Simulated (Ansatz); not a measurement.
**Geometry relaxation of B$_{2}$SiNH$_{6}$F (part 1 of 2)**

- system: B$_{2}$SiNH$_{6}$F
- method: RKS PBE0-D4/def2-TZVP (Ansatz 0.2.0)

The geometry: PBE-D4/def2-SVP start. Figures and captions count atoms from 1; the log counts them from 0 in places.

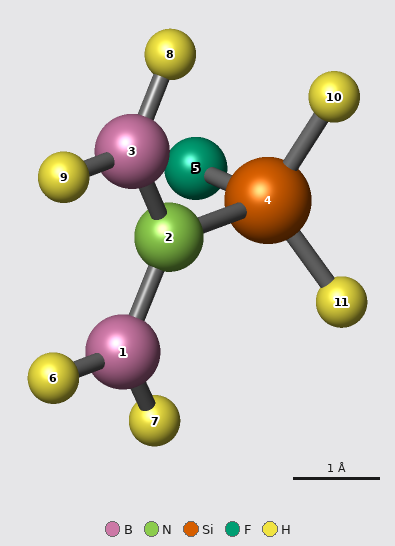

Fig. 1: The starting structure (ball-and-stick view, seen at a tilt; atoms are numbered from 1 in the order of the input). Bond lengths as drawn: B–H 1.21 to 1.22 Å, B–N 1.44 Å, F–Si 1.64 Å, H–Si 1.49 Å and N–Si 1.78 Å.

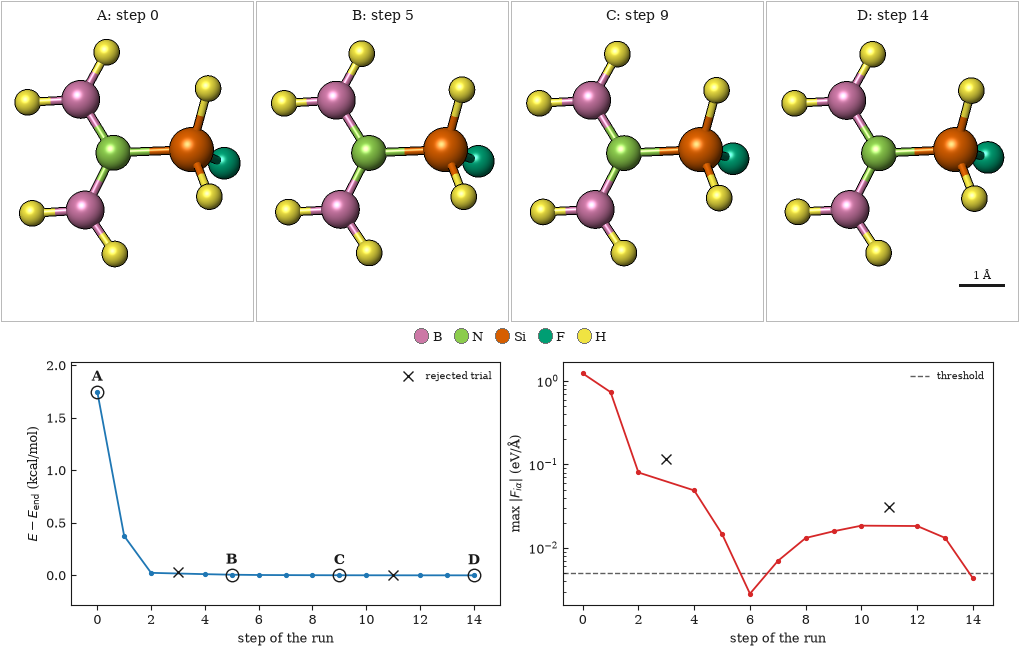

Fig. 2: Frames of the relaxation (ball-and-stick view, seen on its broad side) above the curves, on which the letters mark them (the first geometry is step 0 here and step 1 in the log).

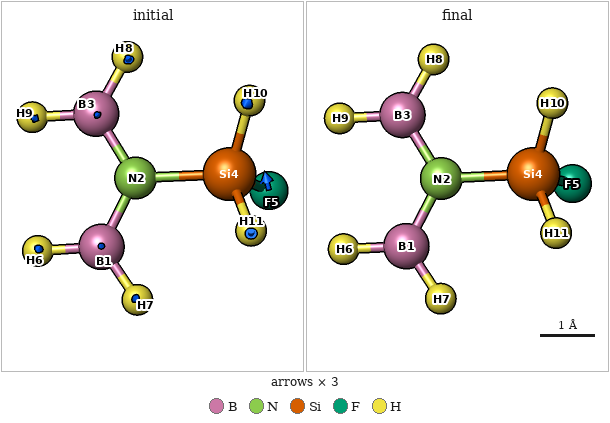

Fig. 3: Before (left) and after (right) the relaxation, at one scale (ball-and-stick view, seen on its broad side). The blue arrows give the displacements, magnified 3 times. The largest move after the best rigid fit is that of F5, 0.13 Å. Largest moves by element: F 0.13 Å, H 0.11 Å, B 0.05 Å, Si 0.02 Å, N 0.02 Å. Among the contacts that change: Si4–F5 1.637 → 1.595 Å, N2–Si4 1.783 → 1.748 Å, B1–H7 1.218 → 1.198 Å, B1–H6 1.214 → 1.194 Å. Over 14 geometry steps the energy falls by 1.75 kcal/mol. Largest force component: 1.2 eV/Å at the start, 0.0043 eV/Å at the end. The line search rejected the trial steps at points 3, 11 (counted from 0) and went back. (Atoms are counted from 1 in the order of the input.)

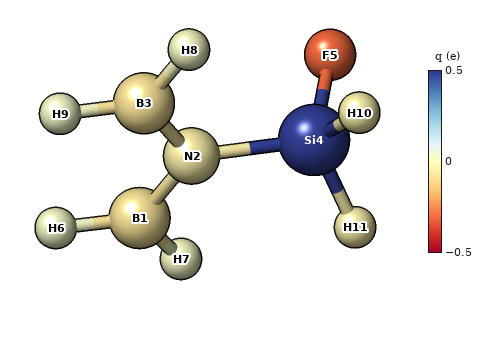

Fig. 4: Mulliken charges, as the colour of each atom (ball-and-stick view, seen at a tilt; atoms are numbered from 1 in the order of the input; Mulliken charges depend strongly on the basis). By element: B −0.07, N −0.04, Si +0.48, F −0.30 and H −0.03 to +0.02 e.

The input and output of the run follow.

Input file
```yaml
crystal:
  periodic: [false, false, false]
  atoms:
    - {symbol: B, position_ang: [-0.917007, 0.011687, 1.304641]}
    - {symbol: N, position_ang: [0.040168, -0.181449, 0.243089]}
    - {symbol: B, position_ang: [1.245889, -0.946310, 0.444297]}
    - {symbol: Si, position_ang: [-0.252176, 0.626710, -1.319637]}
    - {symbol: F, position_ang: [0.261915, 2.176911, -1.210701]}
    - {symbol: H, position_ang: [-0.724161, -0.504864, 2.386220]}
    - {symbol: H, position_ang: [-1.905469, 0.692748, 1.096194]}
    - {symbol: H, position_ang: [2.050023, -1.045938, -0.464992]}
    - {symbol: H, position_ang: [1.439387, -1.478147, 1.518391]}
    - {symbol: H, position_ang: [0.547815, -0.057621, -2.381008]}
    - {symbol: H, position_ang: [-1.721185, 0.649273, -1.595993]}
basis:
  gaussian: {orbitals: def2-TZVP}
hamiltonian: {xc: pbe0, dispersion: d4}
relax: {f_tol: 0.005, max_steps: 150}
```

Command:
```bash
ansatz run in.yaml --threads 4 --pin off --events-out ev --progress --plain --max-ram 10444MiB
```

The program's output
```
Functional definition: PBE0
  name "PBE0"
  cite "Adamo & Barone, J. Chem. Phys. 110, 6158 (1999) doi:10.1063/1.478522"
  cite "Perdew, Burke & Ernzerhof, Phys. Rev. Lett. 77, 3865 (1996) doi:10.1103/PhysRevLett.77.3865"
  parent pbe
  parameter a = 0.25
  parameter kappa = 0.804
  parameter beta = 0.06672455060314922
  exchange = (1 - a)*pbe_x(kappa = kappa, mu = beta*pi^2/3) + a*exact_x
  correlation = pbe_c(beta = beta)
1181 factors; their error is unknown
mean field evaluation 1: about -13524.2878 eV, gradient 5.9e1 eV
mean field evaluation 2: about -13514.9931 eV, gradient 8.8e1 eV
mean field evaluation 4: about -13530.7124 eV, gradient 3.7e0 eV
mean field evaluation 8: about -13530.7357 eV, gradient 2.7e-2 eV
mean field evaluation 16: about -13530.7767 eV, gradient 3.1e-5 eV
mean field -13530.77671002 eV, -497.2468726032 hartree, gradient 3.1e-5 eV, S^2 0.000000; 0 other end points of the search recorded, 0 dependent functions left out
the calculation of the forces begins
reference -13530.77674669 eV, -497.2468739511 hartree; 23, 23 occupied and 174, 174 virtual orbitals, 1181 factors
relax step   1: F+E_penalty+E_count = -13530.96572319 eV  Δ(F+E_penalty+E_count) = +0.000e0 eV  max|allowed force component| = 1.235e0 eV/Å  Δτ_max = 0.0000 Å  (27 SCF iters, accepted)
these checks for a lower state are left out or cut short: starts, cluster_reference, orbital_swaps, neighbouring_geometries, increment
1181 factors; their error is unknown
mean field -13530.83569728 eV, -497.2490403453 hartree, gradient 1.3e-5 eV, S^2 0.000000; 0 other end points of the search recorded, 0 dependent functions left out
[... from here on the field's lines of each further geometry are left out, up to the last ...]
relax step   2: F+E_penalty+E_count = -13531.02530805 eV  Δ(F+E_penalty+E_count) = -5.958e-2 eV  max|allowed force component| = 7.365e-1 eV/Å  Δτ_max = 0.0250 Å  (32 SCF iters, accepted)
relax step   3: F+E_penalty+E_count = -13531.04053068 eV  Δ(F+E_penalty+E_count) = -1.522e-2 eV  max|allowed force component| = 8.020e-2 eV/Å  Δτ_max = 0.0248 Å  (32 SCF iters, accepted)
relax step   4: F+E_penalty+E_count = -13531.04017657 eV  Δ(F+E_penalty+E_count) = +3.541e-4 eV  max|allowed force component| = 1.165e-1 eV/Å  Δτ_max = 0.0268 Å  (31 SCF iters, rejected (line search))
relax step   5: F+E_penalty+E_count = -13531.04107211 eV  Δ(F+E_penalty+E_count) = -5.414e-4 eV  max|allowed force component| = 4.890e-2 eV/Å  Δτ_max = 0.0114 Å  (32 SCF iters, accepted)
relax step   6: F+E_penalty+E_count = -13531.04130599 eV  Δ(F+E_penalty+E_count) = -2.339e-4 eV  max|allowed force component| = 1.467e-2 eV/Å  Δτ_max = 0.0320 Å  (31 SCF iters, accepted)
relax step   7: F+E_penalty+E_count = -13531.04141853 eV  Δ(F+E_penalty+E_count) = -1.125e-4 eV  max|allowed force component| = 2.828e-3 eV/Å  Δτ_max = 0.0105 Å  (32 SCF iters, accepted)
relax step   8: F+E_penalty+E_count = -13531.04146790 eV  Δ(F+E_penalty+E_count) = -4.937e-5 eV  max|allowed force component| = 6.982e-3 eV/Å  Δτ_max = 0.0165 Å  (31 SCF iters, accepted)
relax step   9: F+E_penalty+E_count = -13531.04150318 eV  Δ(F+E_penalty+E_count) = -3.528e-5 eV  max|allowed force component| = 1.316e-2 eV/Å  Δτ_max = 0.0222 Å  (31 SCF iters, accepted)
relax step  10: F+E_penalty+E_count = -13531.04152492 eV  Δ(F+E_penalty+E_count) = -2.174e-5 eV  max|allowed force component| = 1.584e-2 eV/Å  Δτ_max = 0.0130 Å  (32 SCF iters, accepted)
relax step  11: F+E_penalty+E_count = -13531.04153595 eV  Δ(F+E_penalty+E_count) = -1.103e-5 eV  max|allowed force component| = 1.849e-2 eV/Å  Δτ_max = 0.0182 Å  (31 SCF iters, accepted)
relax step  12: F+E_penalty+E_count = -13531.04150505 eV  Δ(F+E_penalty+E_count) = +3.090e-5 eV  max|allowed force component| = 3.097e-2 eV/Å  Δτ_max = 0.0293 Å  (31 SCF iters, rejected (line search))
relax step  13: F+E_penalty+E_count = -13531.04155460 eV  Δ(F+E_penalty+E_count) = -1.865e-5 eV  max|allowed force component| = 1.831e-2 eV/Å  Δτ_max = 0.0121 Å  (32 SCF iters, accepted)
relax step  14: F+E_penalty+E_count = -13531.04155568 eV  Δ(F+E_penalty+E_count) = -1.081e-6 eV  max|allowed force component| = 1.319e-2 eV/Å  Δτ_max = 0.0024 Å  (24 SCF iters, accepted)
the calculation of the forces begins
reference -13530.85147753 eV, -497.2496202586 hartree; 23, 23 occupied and 174, 174 virtual orbitals, 1181 factors
relax step  15: F+E_penalty+E_count = -13531.04156364 eV  Δ(F+E_penalty+E_count) = -7.952e-6 eV  max|allowed force component| = 4.317e-3 eV/Å  Δτ_max = 0.0010 Å  (23 SCF iters, accepted)
1181 factors; their error is unknown
mean field evaluation 128: about -13530.8514 eV, gradient 1.9e-3 eV
mean field -13530.85144103 eV, -497.2496189174 hartree, gradient 1.5e-5 eV, S^2 0.000000; 1 other end points of the search recorded, 0 dependent functions left out
the calculation of the forces begins
reference -13530.85147753 eV, -497.2496202586 hartree; 23, 23 occupied and 174, 174 virtual orbitals, 1181 factors
Total energy: -13531.04160013 eV, -497.2566071354 hartree
Atom 0 at    -0.927703    -0.018190     1.287213 Å, force    -0.001532    -0.002174     0.004317 eV/Å
Atom 1 at     0.031400    -0.167861     0.236356 Å, force     0.001206     0.001913    -0.002459 eV/Å
Atom 2 at     1.243118    -0.898377     0.447793 Å, force     0.001195     0.000336    -0.001747 eV/Å
Atom 3 at    -0.244625     0.619823    -1.299904 Å, force    -0.000805    -0.003966    -0.000155 eV/Å
Atom 4 at     0.362000     2.094359    -1.245800 Å, force     0.000769     0.002381     0.000629 eV/Å
Atom 5 at    -0.729051    -0.545655     2.339730 Å, force    -0.000429     0.000961    -0.001559 eV/Å
Atom 6 at    -1.913414     0.633760     1.092564 Å, force     0.000070     0.000764    -0.000870 eV/Å
Atom 7 at     2.046044    -0.970304    -0.438048 Å, force    -0.000241    -0.000335     0.000680 eV/Å
Atom 8 at     1.432761    -1.423299     1.503096 Å, force     0.000175    -0.000485     0.001071 eV/Å
Atom 9 at     0.461903    -0.119718    -2.365016 Å, force     0.000839    -0.000301    -0.000589 eV/Å
Atom 10 at    -1.697234     0.738463    -1.537482 Å, force    -0.001247     0.000907     0.000681 eV/Å
Dipole moment:    -0.113114    -0.187997    -0.099829 e Å
```

Trajectory as extended XYZ (Å, eV, eV/Å), 15 frames, from step=1 to step=15
```
11
Properties=species:S:1:pos:R:3:forces:R:3 step=1 energy=-13530.96572
B    -0.9170    0.0117    1.3046    0.0290  -0.0129  -0.0084
N     0.0402   -0.1814    0.2431   -0.0357   0.2059  -0.3176
B     1.2459   -0.9463    0.4443   -0.0321   0.0283   0.0135
Si   -0.2522    0.6267   -1.3196    0.3727   0.6082   0.5328
F     0.2619    2.1769   -1.2107   -0.4120  -1.2353  -0.1033
H    -0.7242   -0.5049    2.3862   -0.0602   0.1882  -0.4223
H    -1.9055    0.6927    1.0962    0.3756  -0.2558   0.0690
H     2.0500   -1.0459   -0.4650   -0.3169   0.0432   0.3397
H     1.4394   -1.4781    1.5184   -0.0905   0.2040  -0.4048
H     0.5478   -0.0576   -2.3810   -0.1775   0.1954   0.2416
H    -1.7212    0.6493   -1.5960    0.3476   0.0308   0.0599
11
Properties=species:S:1:pos:R:3:forces:R:3 step=2 energy=-13531.02531
B    -0.9104    0.0116    1.2968    0.0149  -0.0102  -0.0058
N     0.0418   -0.1757    0.2415   -0.0511   0.1417  -0.2826
B     1.2391   -0.9370    0.4433   -0.0310  -0.0108   0.0009
Si   -0.2511    0.6177   -1.3086    0.2987   0.5286   0.3809
F     0.2577    2.1524   -1.2084   -0.2452  -0.7365  -0.0555
H    -0.7180   -0.5034    2.3626   -0.0181   0.0567  -0.1154
H    -1.8875    0.6836    1.0912    0.1021  -0.0730   0.0263
H     2.0316   -1.0380   -0.4560   -0.0792   0.0157   0.1021
H     1.4242   -1.4659    1.5037   -0.0159   0.0651  -0.1103
H     0.5429   -0.0523   -2.3625   -0.0501   0.0305   0.0502
H    -1.7051    0.6501   -1.5831    0.0748  -0.0077   0.0093
11
Properties=species:S:1:pos:R:3:forces:R:3 step=3 energy=-13531.04053
B    -0.9085    0.0116    1.2890    0.0042  -0.0033   0.0217
N     0.0393   -0.1738    0.2342   -0.0233  -0.0204  -0.0475
B     1.2298   -0.9386    0.4364    0.0598   0.0802   0.0554
Si   -0.2467    0.6182   -1.2974    0.0211   0.0573   0.0158
F     0.2579    2.1295   -1.1989   -0.0076  -0.0208  -0.0058
H    -0.7129   -0.4995    2.3494   -0.0022  -0.0101   0.0107
H    -1.8816    0.6800    1.0886   -0.0110   0.0082  -0.0009
H     2.0267   -1.0301   -0.4519   -0.0082  -0.0319  -0.0201
H     1.4192   -1.4518    1.4973   -0.0151  -0.0376  -0.0024
H     0.5378   -0.0523   -2.3518    0.0045  -0.0170  -0.0180
H    -1.6957    0.6499   -1.5744   -0.0224  -0.0047  -0.0089
```
